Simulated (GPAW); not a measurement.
Consider MnSe (F-43m).

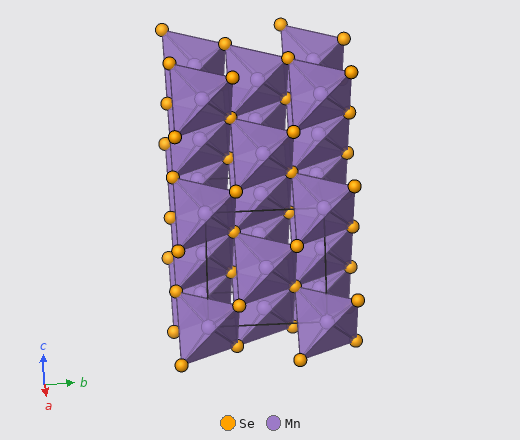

The structure (selenium orange, manganese light purple). 1×1×2 conventional cells are drawn. Some periodic images of atoms are drawn too.

```
Se Mn
1.0
     0.00000    2.91000    2.91000
     2.91000    0.00000    2.91000
     2.91000    2.91000    0.00000
Se Mn
1 1
Direct
  0.75000 0.75000 0.75000
  0.00000 0.00000 0.00000
```

Absorber: atom 1, with 4 Mn at 2.52 Å (tetrahedral, site symmetry -43m). Method: GPAW, LDA, excited-electron core hole (neutral cell), 12-atom cell with 7.1 Å between holes, 3×3×3 k points, dipole transitions, Gaussian full width 2.33 eV up to 4 eV, rising linearly to 3.5 eV at 25 eV.

The database entry behind the starting cell is an old determination (1938), so it need not match the best structure at ambient conditions.

Q: What does the Se K edge look like?

Main maxima up to 30 eV above the zero (height): 5.8 eV (1.77), 15.8 eV (1.15) and 25.6 eV (1.07). A K edge sees empty p states on the absorber. 

The Se K spectrum (energy from the lowest empty level; intensity scaled to a mean of 1 over the first 20 eV):

```
E (eV)  intensity
  -2.0       0.01
  -0.5       0.12
   1.0       0.50
   2.5       0.82
   4.0       1.26
   5.5       1.74
   7.0       1.57
   8.5       1.15
  10.0       0.80
  11.5       0.57
  13.0       0.68
  14.5       1.01
  16.0       1.15
  17.5       1.00
  19.0       0.86
  20.5       0.84
  22.0       0.85
  23.5       0.92
  25.0       1.05
  26.5       1.04
  28.0       0.93
  29.5       0.90
  31.0       0.97
```

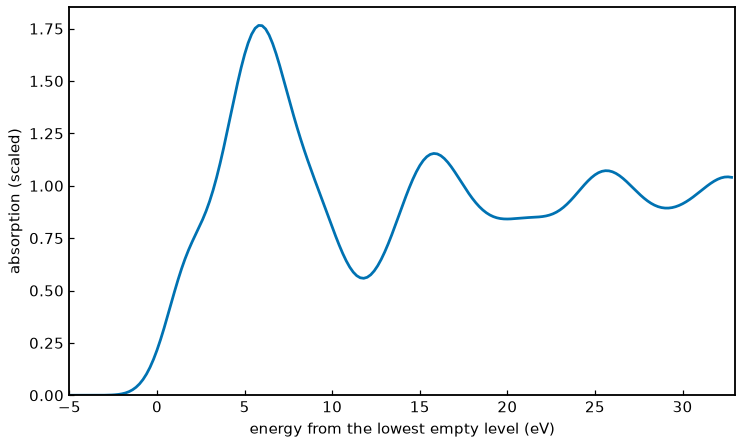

The Se K edge.

The hole lies in one spin channel, while the script sums the empty states of both and takes the lower zero; where the two channels are split, this blurs and shifts the curve. The script folds with a Gaussian, whereas the core hole's own line is a Lorentzian, so the onset is too steep and the first peak too high. The unit cell's mesh shows no gap over 0.35 eV. That is right for a metallic compound; for a small-gap or correlated insulator it would be the fault of the functional or of the assumed magnetic order, and the hole would be screened too well. The spins start ferromagnetically in a simple order, which needn't be the measured one; gap and edge can depend on it. The mesh is coarse (0.35 Å⁻¹ between points), so small maxima may be mesh ripples. The structure is a published determination, not relaxed.

[Banner, clock and machine lines of the logs are left out without a mark of their own.]

[Logs are printed without paths, hosts, clocks, repeated set-up lines and the standing remarks that a program may print on its own settings, such as how far it seeks lower states.]

[Hosts, paths, dates, database ids (printed as entryN), source tags and the programs' standing remarks are cut or masked in the printed files.]

[Lists of maxima count a maximum above −3 eV only where it reaches 4 % of the highest in the window and stands out from its surroundings by 2 % of it (1.5 % where it reaches 55 %); shoulders and weaker maxima are passed over, and of the rest the first, up to two pre-edge ones and the few strongest are named.]
